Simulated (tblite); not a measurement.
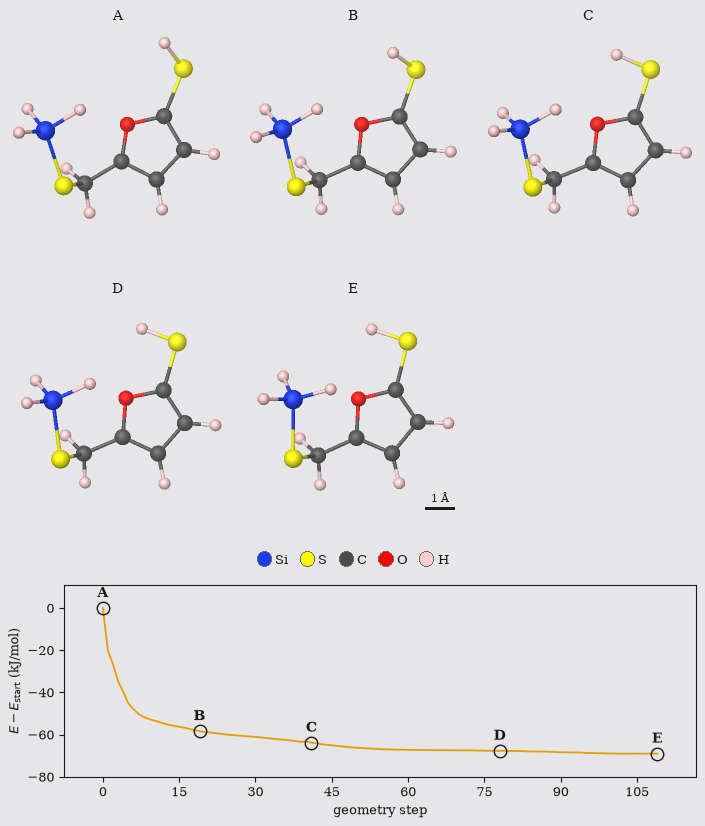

Frames of a relaxation of C$_{5}$H$_{8}$OS$_{2}$Si, marked on the history of the run. Style: ball-and-stick. Shown at a tilt.

All numbers below come from tblite, GFN2-xTB geometry optimisation, gas phase. 

What happens along the run?

Answer. The energy falls by 69.0 kJ/mol in 109 geometry steps. The largest move after the best rigid fit is that of an H atom, 1.17 Å. By element the largest moves are H 1.17 Å, S 0.68 Å, Si 0.49 Å, C 0.33 Å, O 0.28 Å. Near-neighbour distances that change, for instance: H–S 1.409 → 1.331 Å, C–O 1.315 → 1.362 Å, C–S 1.794 → 1.750 Å, C–S 1.813 → 1.849 Å. Bond angles that change, for instance: C–S–H 111.1° → 93.9°, C–C–O 129.2° → 117.6°, S–Si–H 113.5° → 102.6°. Groups turn about C–S by about 55°. Cost: 0.95 s on 1 thread of Arm Neoverse V2, with other jobs on the host. From step 0 to 19: an H atom moves most (0.41 Å), energy −58.3 kJ/mol. From step 19 to 41: an H atom moves most (0.47 Å), energy −5.50 kJ/mol. From step 41 to 78: an H atom moves most (0.33 Å), energy −3.82 kJ/mol. From step 78 to 109: an H atom moves most (0.46 Å), energy −1.34 kJ/mol.

```json
{"step": "0", "E − E(0), kJ/mol": "0.00"}
{"step": "1", "E − E(0), kJ/mol": "-20.30"}
{"step": "2", "E − E(0), kJ/mol": "-26.65"}
{"step": "3", "E − E(0), kJ/mol": "-34.78"}
{"step": "4", "E − E(0), kJ/mol": "-39.62"}
{"step": "5", "E − E(0), kJ/mol": "-45.15"}
{"step": "6", "E − E(0), kJ/mol": "-47.91"}
{"step": "7", "E − E(0), kJ/mol": "-50.18"}
{"step": "8", "E − E(0), kJ/mol": "-51.55"}
{"step": "9", "E − E(0), kJ/mol": "-52.56"}
{"step": "10", "E − E(0), kJ/mol": "-53.23"}
{"step": "15", "E − E(0), kJ/mol": "-56.24"}
{"step": "20", "E − E(0), kJ/mol": "-58.68"}
{"step": "26", "E − E(0), kJ/mol": "-60.30"}
{"step": "31", "E − E(0), kJ/mol": "-61.30"}
{"step": "36", "E − E(0), kJ/mol": "-62.48"}
{"step": "41", "E − E(0), kJ/mol": "-63.84"}
{"step": "46", "E − E(0), kJ/mol": "-65.30"}
{"step": "52", "E − E(0), kJ/mol": "-66.47"}
{"step": "57", "E − E(0), kJ/mol": "-67.04"}
{"step": "62", "E − E(0), kJ/mol": "-67.25"}
{"step": "67", "E − E(0), kJ/mol": "-67.36"}
{"step": "73", "E − E(0), kJ/mol": "-67.48"}
{"step": "78", "E − E(0), kJ/mol": "-67.66"}
{"step": "83", "E − E(0), kJ/mol": "-67.85"}
{"step": "88", "E − E(0), kJ/mol": "-68.11"}
{"step": "93", "E − E(0), kJ/mol": "-68.42"}
{"step": "99", "E − E(0), kJ/mol": "-68.87"}
{"step": "104", "E − E(0), kJ/mol": "-68.98"}
{"step": "109", "E − E(0), kJ/mol": "-69.00"}
```
